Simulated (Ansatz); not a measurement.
Input file:

```
crystal:
  periodic: [false, false, false]
  atoms:
    - { symbol: Si, position_ang: [0.0, 0.0, 0.0] }
    - { symbol: H, position_ang: [0.0, 0.0, 1.46] }
    - { symbol: "N", position_ang: [1.7163, 0.0, -0.6061] }
    - { symbol: H, position_ang: [2.2145, -0.918, -0.7868] }
    - { symbol: H, position_ang: [2.2175, 0.918, -0.7783] }
    - { symbol: "N", position_ang: [-0.8572, 1.4851, -0.6061] }
    - { symbol: H, position_ang: [-1.8773, 1.43, -0.8888] }
    - { symbol: H, position_ang: [-0.3367, 2.4058, -0.6766] }
    - { symbol: "N", position_ang: [-0.8572, -1.4851, -0.6061] }
    - { symbol: H, position_ang: [-1.3922, -2.1014, 0.0704] }
    - { symbol: H, position_ang: [-0.8219, -1.7344, -1.6357] }
basis:
  gaussian: { orbitals: def2-SVP }
hamiltonian:
  xc: b3lyp
  dispersion: d4
relax:
  f_tol: 0.02
  max_steps: 40
output:
  orbitals: {}
```

Run with:

```sh
ansatz run input.yaml --threads 2 --pin off --max-ram 3072MiB --backend cpu --events-out ev --progress --plain --runs-dir out
```

The fields are those of the run's last geometry, not of the input's.

All numbers below come from Ansatz, RKS B3LYP-D4/def2-SVP.

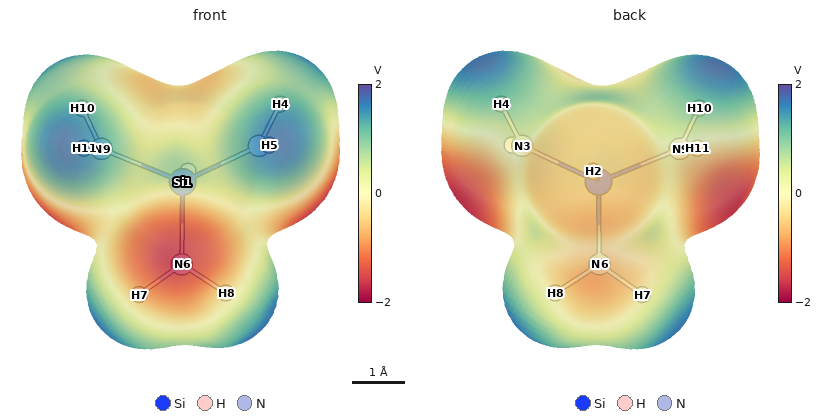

H$_{7}$N$_{3}$Si. The electrostatic potential painted on the density surface at 0.004 e/bohr³, seen from the front and from behind; the colour scale runs from red (negative) to blue (positive).

Which sites attract a positive test charge, and which a negative one?

Answer. A positive charge is drawn to the negative regions and a negative charge to the positive ones. The most negative region (about −1.7 V, or −39 kcal/mol for a unit charge) lies over N3, N6 and N9, the most positive (about +1.8 V, or +42 kcal/mol for a unit charge) over the H atoms.
